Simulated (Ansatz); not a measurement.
The parent structure is BaTiO3 in the cubic perovskite structure (space group Pm-3m, No. 221; a = 3.9944 Å). Axes: x, y, z lie along the cube axes.

The change: biaxial strain +2.48 %, plane normal [111], relaxed out of plane (Cartesian); in-plane vectors clamped, the third vector and the atoms free.

The values are results of Kohn–Sham DFT with the r2SCAN functional, run in Ansatz (a quantum-chemistry and plane-wave program) with PAW and 500 eV plane waves, no spin-orbit coupling, earlier PAW set, not measurements.

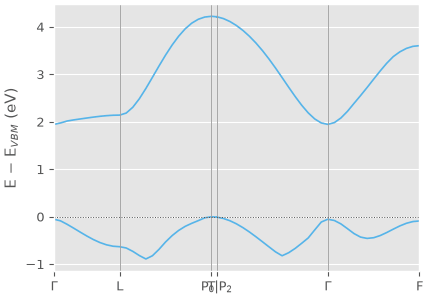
Figure: Highest valence and lowest conduction band along the path of the changed cell's own zone

### Question
From the figure, how large is the changed gap, and is it direct?

### Answer
About 1.9 eV, indirect, T → Γ.

Whether these cells are dynamically stable was not tested. All final runs are without spin polarisation. Many cubic perovskites are stable only at high temperature; tilts and polar distortions were not tested. This is not the structure that BaTiO3 has at room temperature and ambient pressure. k-point labels follow each cell's own Brillouin zone.
